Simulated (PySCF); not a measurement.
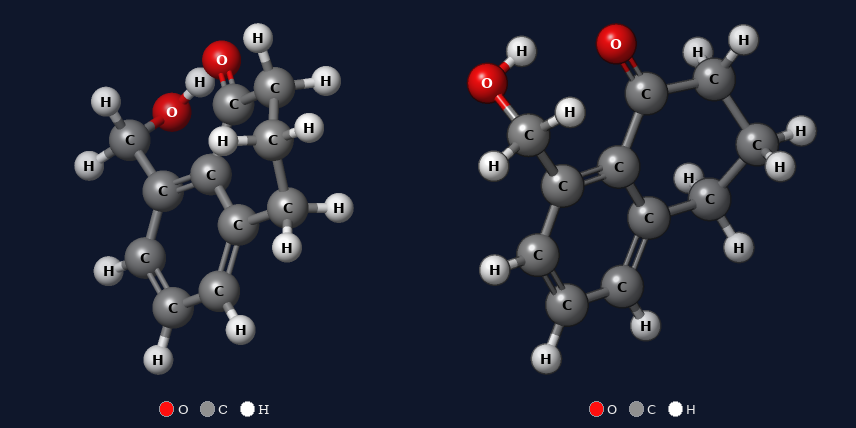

Both panels show the same species.

What does the picture show?

Formula C11H12O2. SMILES: `O=C1CCCc2cccc(CO)c21`. Independent rings (smallest set): 2 of 6 members, 1 of them aromatic. Among its groups: alcohol, ketone. This geometry has C1 symmetry. Coordination: 7 C trigonal planar; 4 C tetrahedral; 1 O bent.

The parts below concern this one geometry. Atoms keep their numbers from picture to picture. The geometry was computed by an optimisation with PBE0-D3(BJ)/def2-SVP. No frequency run is at hand to confirm it as a minimum.

**Shape**

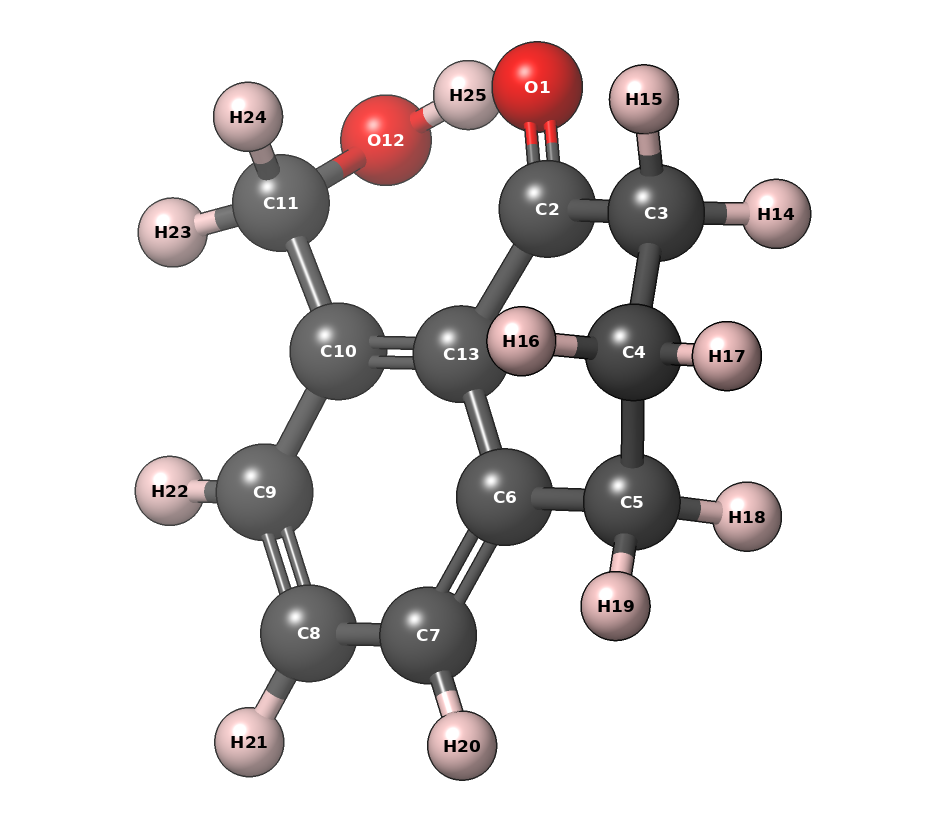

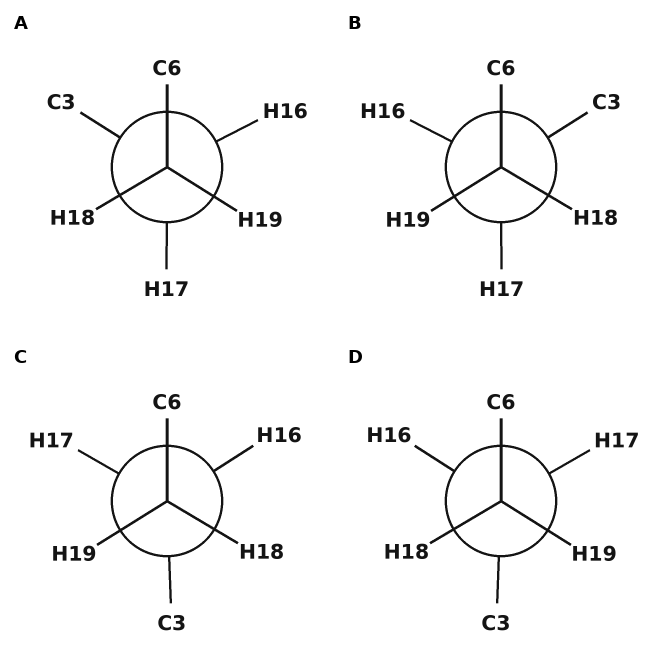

Atoms fade into the background with distance from the viewer. Bonds that would overlap in a projection are set slightly apart. No frequency run is at hand to confirm it as a minimum.

Question: Which Newman projection shows the view along C5–C4, with C5 in front?

Answer: A. The torsion angle C6–C5–C4–C3 is −58°, synclinal (gauche).

**Quadrupole coupling**

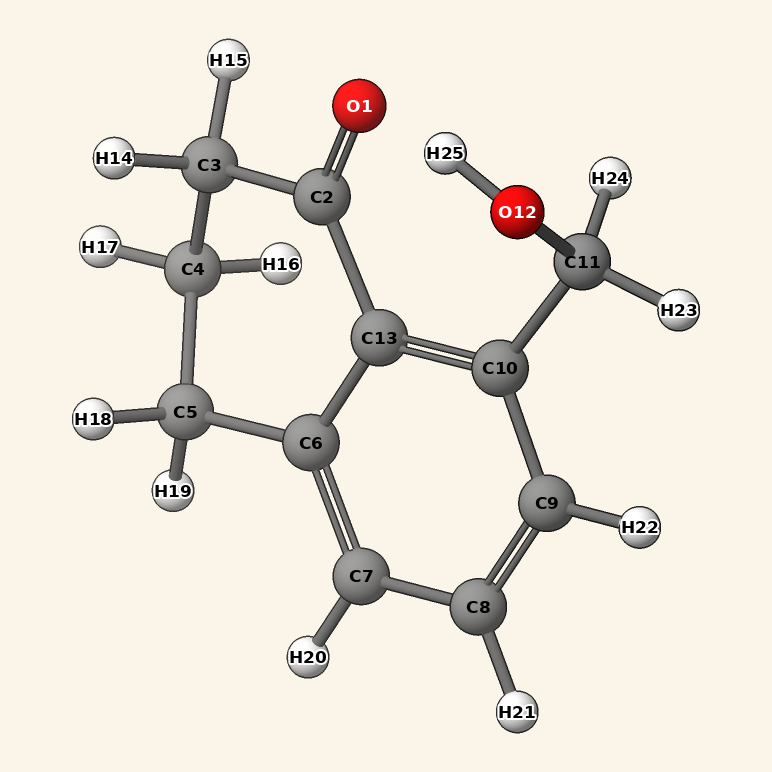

No frequency run is at hand to confirm it as a minimum. Electric field gradients from the ground-state density, B3LYP/pcJ-1 (PySCF 2.14.0), non-relativistic apart from any core potentials.

Give the largest field-gradient component, the quadrupole coupling constant and the asymmetry for 17O at O1 (Q = −25.6 mb), 17O at O12 (Q = −25.6 mb).

```csv
atom,V_zz (a.u.),e²qQ/h (MHz),η
O1,−1.875,11.28,0.28
O12,−1.844,11.09,0.95
```

**Excitation**

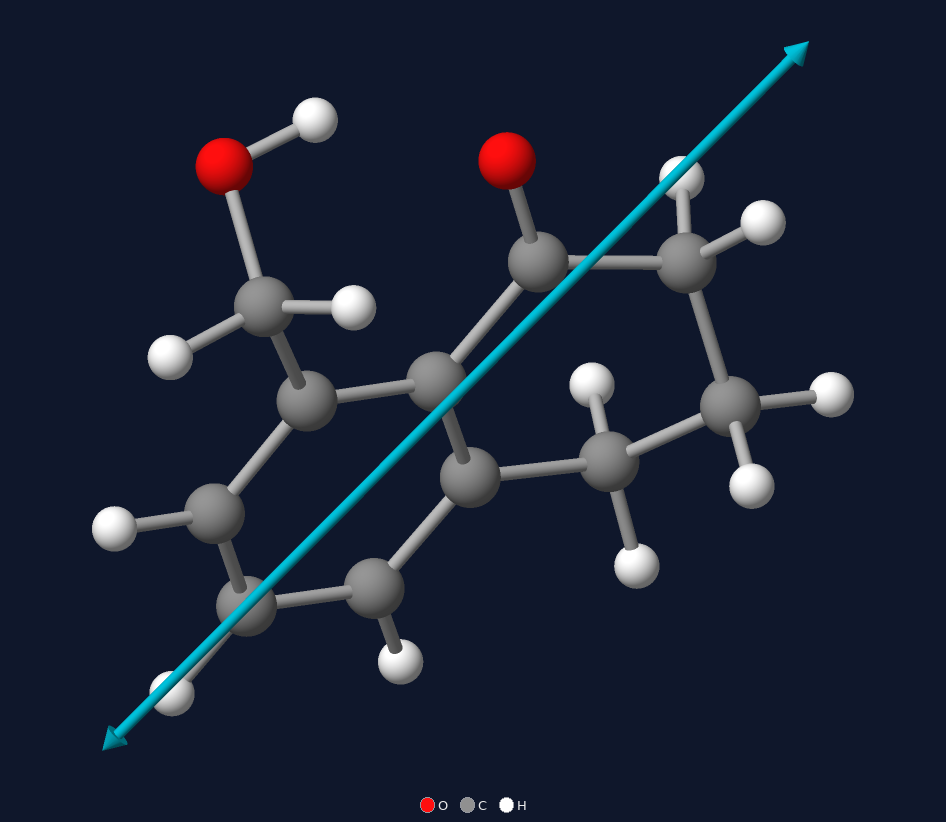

The double arrow shows the direction of the transition dipole to excited singlet state 3 (its length means nothing). No frequency run is at hand to confirm it as a minimum. Level of theory: TDDFT CAM-B3LYP/def2-SVPD, vertical, gas phase, core orbitals frozen in the response (PySCF 2.14.0).

Question: Where does the transition lie, and how strong is it?

Answer: 5.11 eV (243 nm), oscillator strength 0.067, mainly HOMO−1 → LUMO (weight 0.68); transition dipole 1.86 D.

**NMR shielding**

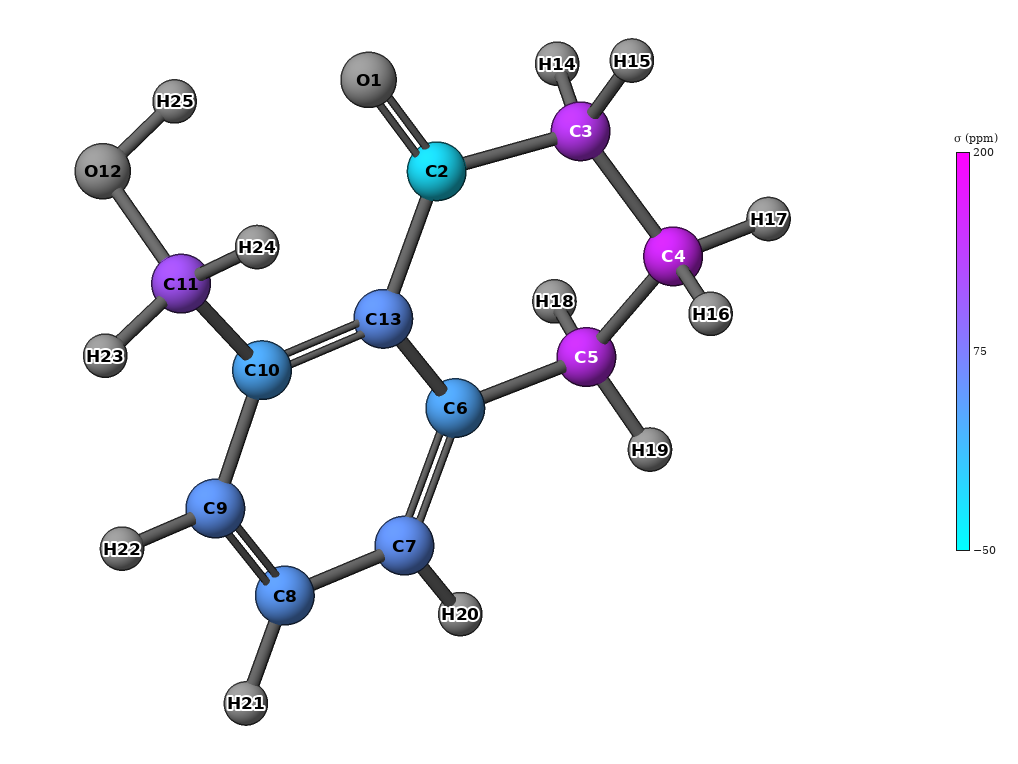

Atoms are coloured by their isotropic NMR shieldings (C only, the others grey). No frequency run is at hand to confirm it as a minimum. Level of theory: GIAO PBE0/pcSseg-1 NMR shielding, non-relativistic, gas phase (PySCF 2.14.0).

List the isotropic NMR shieldings of the C atoms.

```json
{"atom": "C2", "σ (ppm)": "−21.0"}
{"atom": "C3", "σ (ppm)": "142.2"}
{"atom": "C4", "σ (ppm)": "159.9"}
{"atom": "C5", "σ (ppm)": "150.7"}
{"atom": "C6", "σ (ppm)": "32.2"}
{"atom": "C7", "σ (ppm)": "51.4"}
{"atom": "C8", "σ (ppm)": "44.6"}
{"atom": "C9", "σ (ppm)": "48.5"}
{"atom": "C10", "σ (ppm)": "29.9"}
{"atom": "C11", "σ (ppm)": "115.8"}
{"atom": "C13", "σ (ppm)": "49.7"}
```
